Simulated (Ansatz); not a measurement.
**UBHLYP/cc-pVTZ run of GaClF (SMILES [F][Ga][Cl])**

Aim: the energy change on altering one bond length of GaClF at UBHLYP/cc-pVTZ, from 2 runs. 

Program for the calculation: Ansatz 0.2.0.

27 further runs of the same task are left out: 27 set aside as unsound or not needed.

## (1) The molecule

The species is GaClF (3 atoms), meant as a doublet with charge 0. As SMILES, `[F][Ga][Cl]`. The coordinates come from a PBE0-D4/def2-TZVP relaxation.

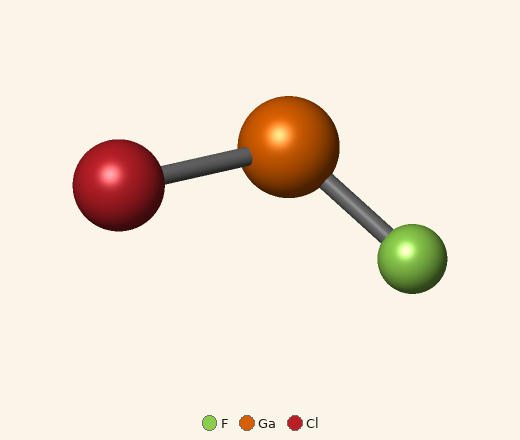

Viewed from a chosen angle; fluorine green, gallium orange, chlorine red.

## (2) The energy at UBHLYP/cc-pVTZ

Contents of in.yaml:

```yaml
crystal:
  periodic: [false, false, false]
  atoms:
    - symbol: F
      position_ang: [-1.421100, 0.295900, -0.754800]
    - symbol: Ga
      position_ang: [0.066400, 0.649600, 0.112200]
    - symbol: Cl
      position_ang: [1.343900, -1.010300, 0.629300]
basis:
  gaussian:
    orbitals: cc-pVTZ
magnetization:
  spin_polarized: true
  initial_magnetization: 1
hamiltonian:
  xc: {name: BHLYP}
accuracy: high
output: {orbitals: {seedname: orbitals}}
```

Launch:

```console
ansatz run in.yaml --threads 1 --pin off --max-ram 3480MiB --events-out events.jsonl --progress --plain --runs-dir runs
```

Log:

```text
Warning: RAYON_NUM_THREADS=1 ignored (pool sized by the plan → 1); use --threads N
Functional definition: BHLYP
  name "BHLYP"
  parameter a = 0.5
  exchange = (1 - a)*b88_x + a*exact_x
  correlation = lyp_c
1591 factors; integrals over basis functions are off by at most 4.3e-9 eV
mean field evaluation 1: about -67617.3683 eV, gradient 2.8e1 eV
mean field evaluation 2: about -67614.4031 eV, gradient 4.5e1 eV
mean field evaluation 4: about -67620.2126 eV, gradient 1.5e0 eV
mean field evaluation 8: about -67620.2892 eV, gradient 6.1e-2 eV
mean field evaluation 16: about -67620.2892 eV, gradient 5.9e-5 eV
mean field -67620.28924321 eV, -2484.9997950096 hartree, gradient 7.6e-8 eV, S^2 0.754139; 0 other end points of the search recorded, 0 dependent functions left out
reference -67620.28926470 eV, -2484.9997957995 hartree; 29, 28 occupied and 78, 79 virtual orbitals, 1591 factors
Total energy: -67620.28926470 eV, -2484.9997957995 hartree
```

Wall time 16 s (1 thread of Arm Neoverse V2, shared host); peak memory 0.44 GiB.

## (3) The distorted shape at the same level

Contents of run.yaml:

```yaml
crystal:
  periodic: [false, false, false]
  atoms:
    - {symbol: F, position_ang: [-1.644195, 0.242852, -0.884833]}
    - {symbol: Ga, position_ang: [0.066400, 0.649600, 0.112200]}
    - {symbol: Cl, position_ang: [1.343900, -1.010300, 0.629300]}
basis:
  gaussian:
    orbitals: cc-pVTZ
magnetization:
  spin_polarized: true
  initial_magnetization: 1
hamiltonian:
  xc: {name: BHLYP}
accuracy: high
output: {orbitals: {seedname: orbitals}}
```

Launch:

```console
ansatz run run.yaml --threads 1 --pin off --max-ram 3480MiB --events-out events.jsonl --progress --plain --runs-dir runs
```

Log:

```text
Warning: RAYON_NUM_THREADS=1 ignored (pool sized by the plan → 1); use --threads N
[... 5 set-up lines as earlier in the session ...]
1565 factors; integrals over basis functions are off by at most 3.7e-9 eV
mean field evaluation 1: about -67616.1435 eV, gradient 3.0e1 eV
mean field evaluation 2: about -67606.7859 eV, gradient 6.3e1 eV
mean field evaluation 4: about -67619.5934 eV, gradient 2.6e0 eV
mean field evaluation 8: about -67619.6877 eV, gradient 1.9e-1 eV
mean field evaluation 16: about -67619.6882 eV, gradient 7.3e-4 eV
mean field evaluation 32: about -67619.6882 eV, gradient 5.4e-8 eV
mean field -67619.68816334 eV, -2484.9777057319 hartree, gradient 5.4e-8 eV, S^2 0.757771; 0 other end points of the search recorded, 0 dependent functions left out
reference -67619.68818466 eV, -2484.9777065155 hartree; 29, 28 occupied and 78, 79 virtual orbitals, 1565 factors
Total energy: -67619.68818466 eV, -2484.9777065155 hartree
```

Wall time 17 s (1 thread of Arm Neoverse V2, shared host); peak memory 0.43 GiB.

## (4) Summary of results

Level: UBHLYP/cc-pVTZ.

| quantity | value |
| --- | --- |
| first shape: total energy | -2484.99980 Eh |
| first shape: HOMO energy (highest over α and β) | -8.36 eV |
| first shape: LUMO energy (lowest over α and β) | -3.43 eV |
| first shape: ⟨S²⟩ | 0.754 |
| distorted shape: total energy | -2484.97771 Eh |
| distorted shape: HOMO energy (highest over α and β) | -8.88 eV |
| distorted shape: LUMO energy (lowest over α and β) | -3.96 eV |
| distorted shape: ⟨S²⟩ | 0.758 |
| energy change with the F1–Ga2 bond stretched from 1.758 to 2.021 Å | 0.601 eV |

With the F1–Ga2 bond stretched from 1.758 to 2.021 Å the energy rises by 0.60 eV (13.9 kcal/mol). The first shape isn't relaxed at this level, so the change isn't measured from a minimum.
